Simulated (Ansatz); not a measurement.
# CH4ClFN2Si: the cost of one run

All numbers below are computed with Ansatz 0.2.0 (RKS r2SCANh/def2-SVP).

## Step 1: Starting point

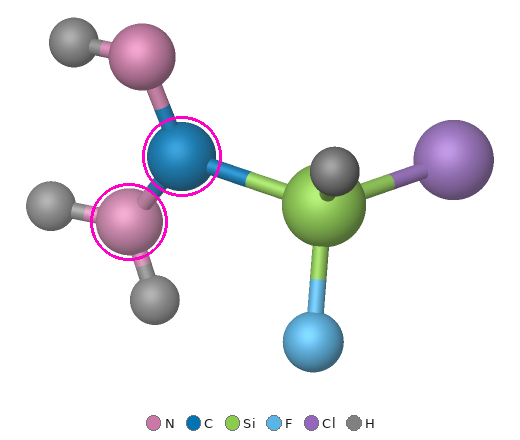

The starting structure, seen from a chosen angle (nitrogen pink, carbon blue, silicon green, fluorine blue, chlorine purple, hydrogen grey). Ringed: C2, N3.

Coordinates:

```xyz
10

N     0.5568   -1.7118   -0.3292
C    -0.0033   -0.5524    0.0652
N    -0.9895   -0.4946    1.0319
Si    0.7023    1.1186   -0.7778
F    -0.6052    2.1329   -0.7141
Cl    2.1817    1.9021    0.3172
H     0.1428   -2.4415    0.2021
H    -1.4804    0.3677    1.1030
H    -1.4815   -1.3234    1.2722
H     1.0594    0.9513   -2.1676
```

## Step 2: End point A

The input, input.yaml:

```yaml
crystal:
  periodic: [false, false, false]
  atoms:
    - { symbol: "N", position_ang: [0.5568, -1.7118, -0.3292] }
    - { symbol: C, position_ang: [-0.0033, -0.5524, 0.0652] }
    - { symbol: "N", position_ang: [-0.9895, -0.4946, 1.0319] }
    - { symbol: Si, position_ang: [0.7023, 1.1186, -0.7778] }
    - { symbol: F, position_ang: [-0.6052, 2.1329, -0.7141] }
    - { symbol: Cl, position_ang: [2.1817, 1.9021, 0.3172] }
    - { symbol: H, position_ang: [0.1428, -2.4415, 0.2021] }
    - { symbol: H, position_ang: [-1.4804, 0.3677, 1.103] }
    - { symbol: H, position_ang: [-1.4815, -1.3234, 1.2722] }
    - { symbol: H, position_ang: [1.0594, 0.9513, -2.1676] }
basis:
  gaussian: { orbitals: def2-SVP }
hamiltonian:
  xc: r2scanh
relax:
  f_tol: 0.015
  max_steps: 40
```

On the command line:

```bash
ansatz run input.yaml --threads 2 --pin off --max-ram 3072MiB --backend cpu --events-out ev --progress --plain --runs-dir out
```

What time and memory should one allow on 2 threads of Intel Xeon Platinum 8559C (Emerald Rapids), shared host?

About 36 s, with a peak of 0.31 GiB.
